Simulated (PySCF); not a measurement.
**C3H7FOSi (SMILES C=CCO[SiH2]F): density, localisation and related maps**

```xyz
13

C     2.0794   -0.2644   -0.6229
C     1.6045    0.2283    0.5041
C     0.1594    0.2029    0.9045
O    -0.6371   -0.4383   -0.0515
Si   -2.1531   -0.2276   -0.5306
F    -2.3793    1.3089   -0.9644
H     3.1262   -0.2183   -0.8673
H     1.4285   -0.7339   -1.3402
H     2.2481    0.7025    1.2331
H    -0.1835    1.2344    1.0615
H     0.0576   -0.3287    1.8620
H    -3.1527   -0.4139    0.5096
H    -2.2025   -1.0513   -1.7154
```

Geometry: GFN2-xTB.

Theory: wB97X-D/def2-SVPD, SCF density, gas phase (PySCF).

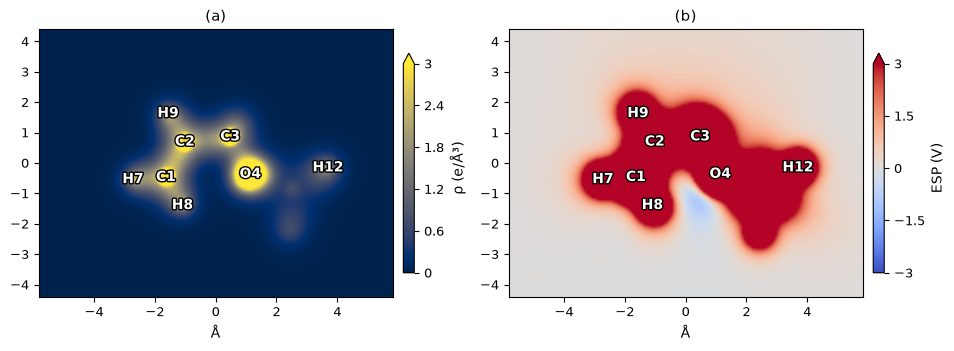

Figure 1. (a) electron density; (b) molecular electrostatic potential on the plane of atoms C2, C1 and H7.

Question: Interpret the plot.

Answer: The plane passes through C, O and H nuclei.
C–C (1.32 Å): ρ at the midpoint is about 2.3 e/Å³.
C–O (1.40 Å): ρ at the midpoint is about 2.1 e/Å³, with its minimum of 1.7 e/Å³ about 0.5 Å from C.
C–H (1.08 Å): ρ at the midpoint is about 2 e/Å³.
C–C (1.50 Å): ρ at the midpoint is about 1.8 e/Å³.
Outside the dense part of the molecule the potential is most negative (−0.9 V) near O4.

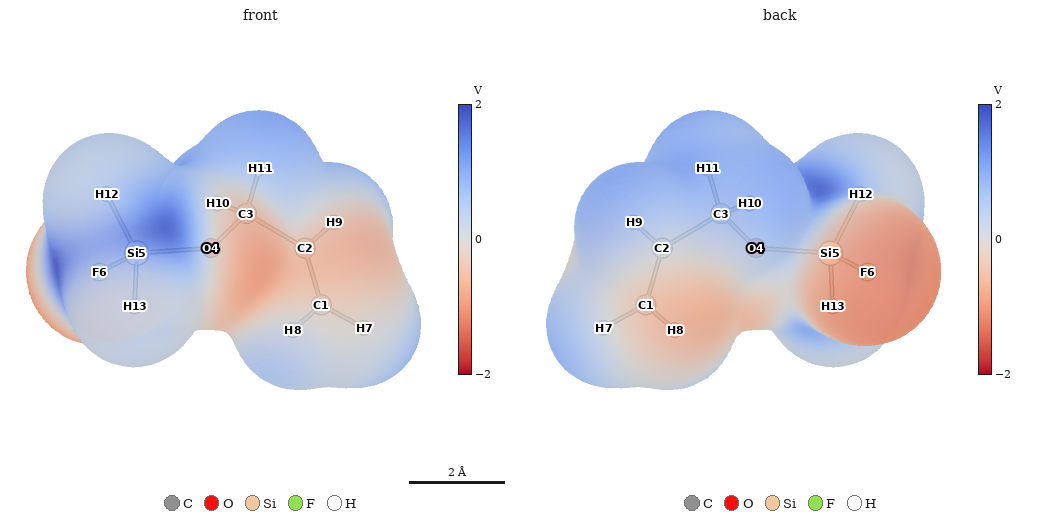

Figure 2. The electrostatic potential painted on the density surface at 0.002 e/bohr³, seen from the front and from behind; red is negative and blue positive.

Question: Which sites attract a positive test charge, and which a negative one?

Answer: A positive charge is drawn to the negative regions and a negative charge to the positive ones. The most negative region (about −1.1 V) lies over F6, the most positive (about +1.7 V) over Si5.

Question: What dipole moment does the calculation give?

Answer: Its dipole moment is 1.60 D.
